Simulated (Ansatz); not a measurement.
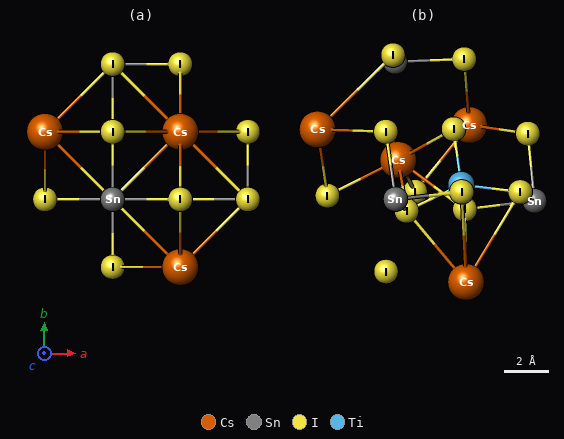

Left: perfect CsSnI3. Right: the same region with a pair of point defects, after relaxing the atoms in a supercell of 40 sites. A ball-and-stick model of the atoms within 6.0 Å of one point, seen along the c axis.

These are results of Ansatz 0.2.0, DFT, PBEsol, PAW, plane waves, not measurements. Set-up: plane-wave cutoff 420 eV; k-point mesh 1 × 1 × 1; mesh shifted by (0.25, 0.25, 0.25); no spin polarisation. Fermi-Dirac smearing of 0.01 eV. The axes drawn are those of the host's conventional cell.

### Which defect is it?

A caesium atom is replaced by titanium and a tin atom is replaced by caesium, the two sites 5.3 Å apart.

The charge state of the cell is 0.

### How does the lattice respond?

In the host the Cs atom has ; the Ti atom ends with 5 I at 2.59 to 2.77 Å. In the host the Sn atom has 6 I at 3.08 Å; the Cs atom ends with 5 I at 3.68 to 3.79 Å. Of the host's atoms, an iodine atom moves furthest from its site, by 3.80 Å. The Ti atom itself moves 2.42 Å from where it was put. The Cs atom itself moves 1.82 Å from where it was put.
